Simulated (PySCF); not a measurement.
Vertical excitations of a molecule C₃H₆GeO from TDA-B3LYP/def2-SVPD in PySCF, as energy in eV (oscillator strength): 4.64 (0.003), 5.58 (0.041), 5.93 (0.003), 6.14 (0.040), 6.40 (0.033), 6.82 (0.024), 6.98 (0.005), 7.06 (0.008), 7.22 (0.003), 7.29 (0.002). Lowest triplet (TDA): 3.89 eV. Geometry optimised at B3LYP-D3(BJ)/def2-SVP. Other conformers were not sampled.

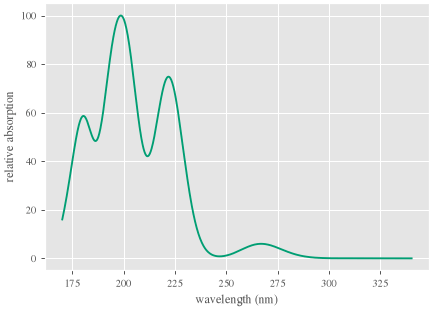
Figure: The lines broadened by 0.4 eV.

### Question
Pick the molecule that these values belong to.
A) C=C=[CH][GeH2][OH]
B) CC1=[CH][GeH2][O]1
C) [CH3][Ge@H]1[CH]=C[O]1
D) [GeH3][C]1=COC1

### Answer
C, [CH3][Ge@H]1[CH]=C[O]1
